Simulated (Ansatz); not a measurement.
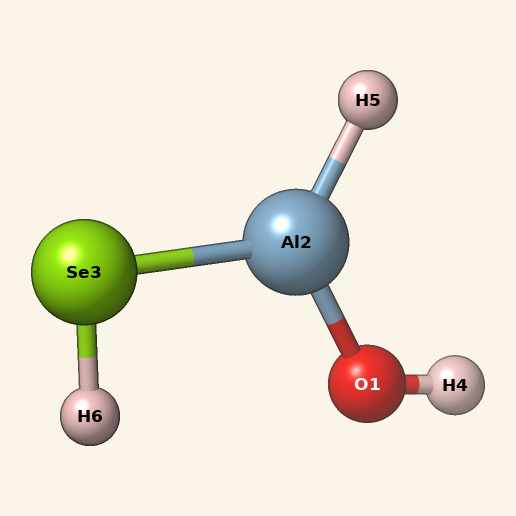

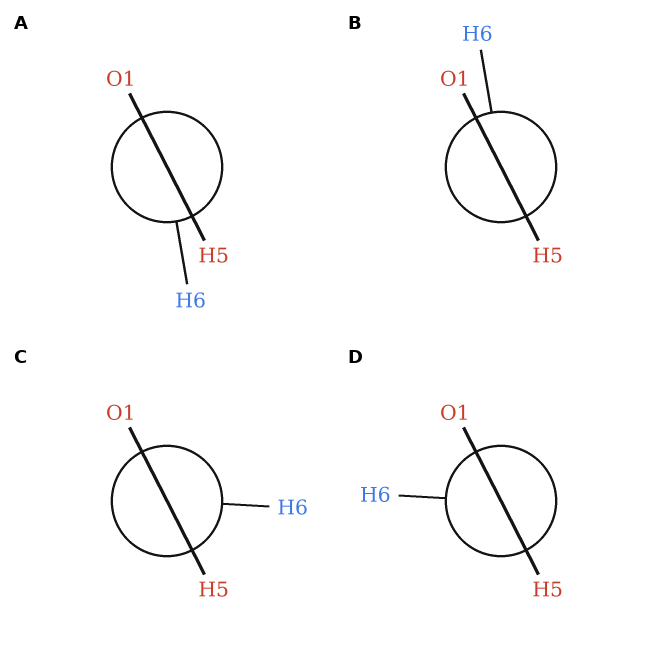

Distant atoms are faded towards the background colour. Bonds that would overlap in a projection are set slightly apart. The computed structure is the end point of a PBE-D4/def2-SVP optimisation. No frequency run is at hand to confirm it as a minimum.

Q: Which Newman projection shows the view along Al2–Se3, with Al2 in front?

A: B. The torsion angle O1–Al2–Se3–H6 is 0°, synperiplanar (eclipsed).
